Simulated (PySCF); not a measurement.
```yaml
atoms:
  - { symbol: C, position_ang: [-0.1592, 0.0838, -0.0034] }
  - { symbol: P, position_ang: [1.3818, -0.0491, -0.0112] }
  - { symbol: H, position_ang: [-1.2112, 0.1747, 0.0020] }
```

Geometry: GFN2-xTB.

All numbers below come from PBE0/pcSseg-1, SCF density, gas phase, non-relativistic in PySCF 2.14.0.

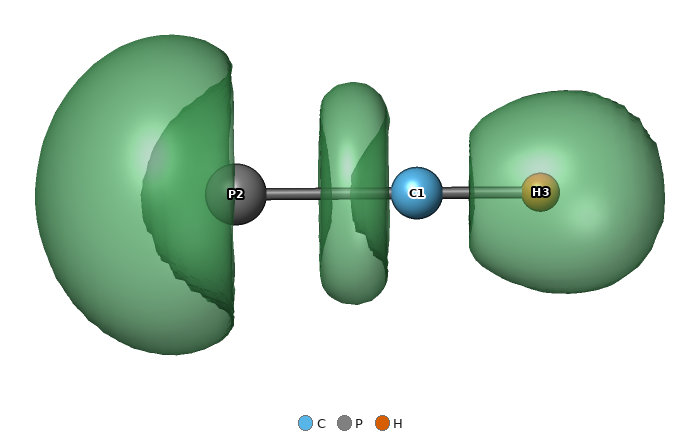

CHP (methylidynephosphane). Isosurface of the electron localisation function at 0.8 (green), seen from one side. Only the valence region is drawn (cores and ρ < 0.01 e/Å³ removed).

Q: Where are the electrons localised?

A: The ELF exceeds this value in one region between bonded C–P atoms (shared pairs), one region around a hydrogen nucleus and one lobe on P, pointing away from the bonds (lone pairs). Profiles from the grid: C–P (1.55 Å): the ELF peaks at about 0.85 between the atoms (localised, covalent bonding). C–H (1.06 Å): the ELF climbs to about 1 towards the hydrogen, as it does in any bond to H; an ordinary covalent bond to hydrogen.
